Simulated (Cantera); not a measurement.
Feed: 1 mol SiHCl3, 0.66 mol C2H2, 1300 mol H2, equilibrated at 0.280 bar.

Method: chemical equilibrium by Gibbs-energy minimisation in Cantera with the NASA 1993 tables (ideal gas, pure condensed phases). Candidate condensed phases: C, C6H6, C7H8, C8H18, Si, SiC; 109 gas species. Gases not in the tables: Si2H6 and higher silanes. Equilibrium is a limit: real reactors are often held back by kinetics, nucleation or transport.

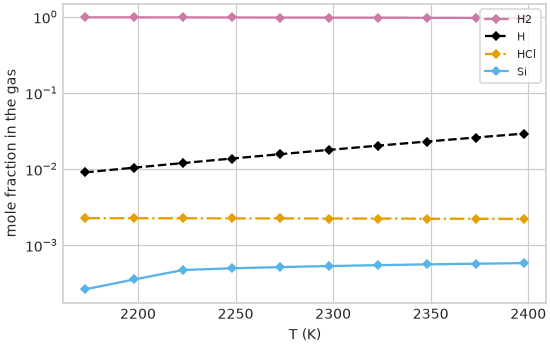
Figure: Equilibrium gas composition (values under 1e-9 drawn at 1e-9)

Task: Read off the mole fractions at 2323 K.

Result: H2 about 0.98, H about 0.020, HCl about 0.0022, Si about 0.00055.
